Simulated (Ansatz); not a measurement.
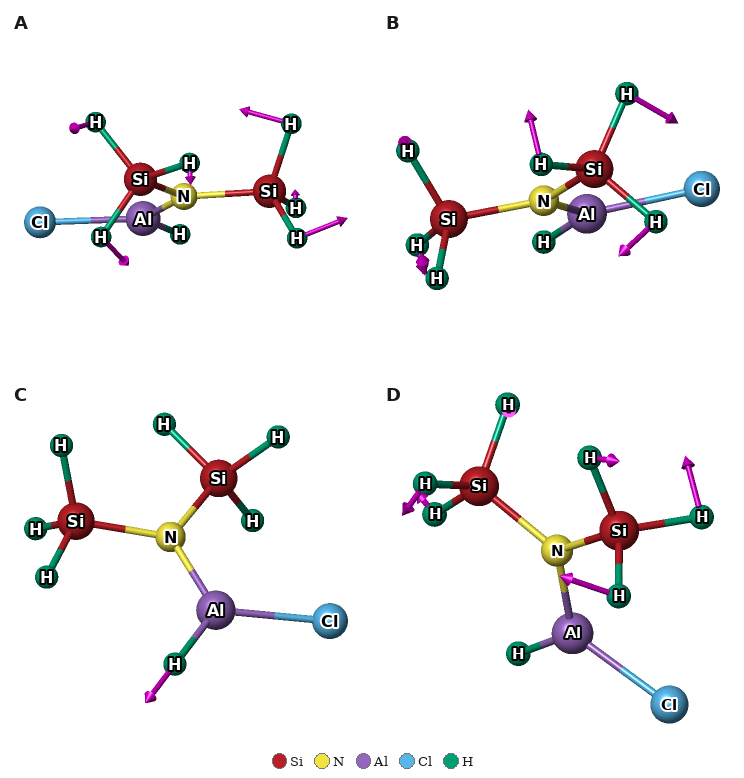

4 normal modes of one molecule or complex, as arrows. Harmonic vibrations computed with RKS PBE0-D4/def2-TZVP (Ansatz 0.2.0) at a stationary point of the same level.

Match the panels to the wavenumbers 88 cm⁻¹, 690 cm⁻¹, 954 cm⁻¹, 2001 cm⁻¹.

A: 690 cm⁻¹, H–Si–N bending
B: 88 cm⁻¹, a torsion or out-of-plane motion in which bond lengths and bond angles hardly change
C: 2001 cm⁻¹, Al–H stretching
D: 954 cm⁻¹, H–Si–H bending
